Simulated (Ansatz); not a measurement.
# CH5FOSn (SMILES [CH3][SnH]([OH])[F]) at RPA@PBE/def2-SVP (core potential)

What is the vertical ionisation energy of CH5FOSn at RPA@PBE/def2-SVP (core potential)? 

Program for the calculation: Ansatz 0.2.0.

116 further runs of the same task are left out: 116 set aside as unsound or not needed.

**1. The molecule**

The species is CH5FOSn (9 atoms), meant as a singlet with charge 0. SMILES: `[CH3][SnH]([OH])[F]`. The shape is that of a PBE0-D4/def2-TZVP optimisation. This is one conformer, not always the lowest.

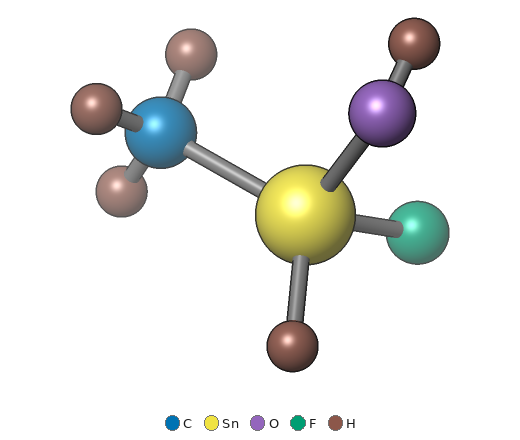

The structure, seen from a chosen angle (carbon blue, tin yellow, oxygen purple, fluorine teal, hydrogen brown).

**2. A single-point energy at RPA@PBE/def2-SVP (core potential)**

The input, molecule.yaml:

```yaml
crystal:
  periodic: [false, false, false]
  atoms:
    - {symbol: C, position_ang: [-0.348000, 1.320900, -0.172600]}
    - {symbol: Sn, position_ang: [-0.271200, -0.757400, 0.237600]}
    - {symbol: O, position_ang: [1.527400, -1.346400, 0.725000]}
    - {symbol: F, position_ang: [-0.613200, -1.596000, -1.464600]}
    - {symbol: H, position_ang: [-1.361700, 1.603400, -0.455800]}
    - {symbol: H, position_ang: [-0.043600, 1.885400, 0.708500]}
    - {symbol: H, position_ang: [0.329800, 1.539100, -0.997600]}
    - {symbol: H, position_ang: [-1.308700, -1.477000, 1.371800]}
    - {symbol: H, position_ang: [2.177700, -1.218400, 0.030600]}
basis:
  gaussian: {orbitals: def2-SVP}
hamiltonian: {xc: pbe}
accuracy: high
correlation: {method: rpa, frozen_orbitals: {C: 1, F: 1, H: 0, O: 1, Sn: 4}}
```

On the command line:

```console
$ ansatz run molecule.yaml --threads 1 --pin off --max-ram 3480MiB --events-out events.jsonl --progress --plain --runs-dir runs
```

The program printed:

```text
Warning: RAYON_NUM_THREADS=1 ignored (pool sized by the plan → 1); use --threads N
Functional definition: PBE
  name "PBE"
  parameter kappa = 0.804
  parameter beta = 0.06672455060314922
  exchange = pbe_x(kappa = kappa, mu = beta*pi^2/3)
  correlation = pbe_c(beta = beta)
2210 factors; integrals over basis functions are off by at most 3.4e-9 eV
mean field evaluation 1: about -11689.3307 eV, gradient 8.4e1 eV
mean field evaluation 2: about -11689.3210 eV, gradient 8.4e1 eV
mean field evaluation 4: about -11699.2981 eV, gradient 4.3e1 eV
mean field evaluation 8: about -11703.5239 eV, gradient 5.3e-1 eV
mean field evaluation 16: about -11703.5216 eV, gradient 1.8e-4 eV
mean field evaluation 32: about -11645.2900 eV, gradient 8.5e1 eV
mean field -11703.52158942 eV, -430.0964854792 hartree, gradient 2.3e-8 eV, S^2 0.000000; 2 other end points of the search recorded, 0 dependent functions left out
7 core orbitals not correlated: weight in the atoms' cores, before any rotation towards them, 1.000 or more for the frozen orbitals, at most 0.000 for the correlated occupied ones
reference -11652.81205209 eV, -428.2329443545 hartree; 18, 18 occupied and 68, 68 virtual orbitals, 2210 factors
Total energy: -11680.16376584 eV, -429.2381012952 hartree
```

Run time: 19 s. Hardware: 1 thread of Arm Neoverse V1, shared host; peak memory 0.45 GiB.

**3. The doublet cation**

The input, input.yaml:

```yaml
crystal:
  periodic: [false, false, false]
  atoms:
    - {symbol: C, position_ang: [-0.348000, 1.320900, -0.172600]}
    - {symbol: Sn, position_ang: [-0.271200, -0.757400, 0.237600]}
    - {symbol: O, position_ang: [1.527400, -1.346400, 0.725000]}
    - {symbol: F, position_ang: [-0.613200, -1.596000, -1.464600]}
    - {symbol: H, position_ang: [-1.361700, 1.603400, -0.455800]}
    - {symbol: H, position_ang: [-0.043600, 1.885400, 0.708500]}
    - {symbol: H, position_ang: [0.329800, 1.539100, -0.997600]}
    - {symbol: H, position_ang: [-1.308700, -1.477000, 1.371800]}
    - {symbol: H, position_ang: [2.177700, -1.218400, 0.030600]}
basis:
  gaussian:
    orbitals: def2-SVP
accuracy: high
correlation:
  method: rpa
  frozen_orbitals: {C: 1, F: 1, H: 0, O: 1, Sn: 4}
magnetization:
  spin_polarized: true
  initial_magnetization: 1
hamiltonian:
  xc: pbe
total_charge: 1
```

On the command line:

```console
$ ansatz run input.yaml --threads 1 --pin off --max-ram 3480MiB --events-out events.jsonl --progress --plain --runs-dir runs
```

The program printed:

```text
Warning: RAYON_NUM_THREADS=1 ignored (pool sized by the plan → 1); use --threads N
[... 6 set-up lines as earlier in the session ...]
2211 factors; integrals over basis functions are off by at most 3.4e-9 eV
mean field evaluation 1: about -11663.1303 eV, gradient 8.4e1 eV
mean field evaluation 2: about -11663.1179 eV, gradient 8.4e1 eV
mean field evaluation 4: about -11679.0697 eV, gradient 4.6e1 eV
mean field evaluation 8: about -11692.8000 eV, gradient 1.1e1 eV
mean field evaluation 16: about -11693.5497 eV, gradient 1.5e-2 eV
mean field evaluation 32: about -11693.5497 eV, gradient 5.1e-8 eV
mean field evaluation 64: about -11691.7534 eV, gradient 1.8e1 eV
mean field evaluation 96: about -11634.9484 eV, gradient 6.4e1 eV
mean field -11693.54967681 eV, -429.7300244500 hartree, gradient 5.1e-8 eV, S^2 0.753527; 6 other end points of the search recorded, 0 dependent functions left out
7 core orbitals not correlated: weight in the atoms' cores, before any rotation towards them, 1.000 or more for the frozen orbitals, at most 0.000 for the correlated occupied ones
reference -11641.66301258 eV, -427.8232247096 hartree; 18, 17 occupied and 68, 69 virtual orbitals, 2211 factors
Total energy: -11670.02072462 eV, -428.8653514057 hartree
```

Wall time 37 s (1 thread of Arm Neoverse V1, shared host); peak memory 0.56 GiB.

**4. What came out**

At RPA@PBE/def2-SVP (core potential), 7 core orbitals frozen:

| quantity | value |
| --- | --- |
| singlet CH5FOSn: total energy | -429.23810 Eh |
| singlet CH5FOSn: RPA correlation energy (valence) | -1005.2 mEh |
| doublet cation: total energy | -428.86535 Eh |
| doublet cation: RPA correlation energy (valence) | -1042.1 mEh |
| doublet cation: ⟨S²⟩ of the reference determinant | 0.754 |
| vertical ionisation energy (to the doublet cation) | 10.143 eV |

In words: Removing an electron at fixed nuclei costs 10.14 eV (979 kJ/mol).
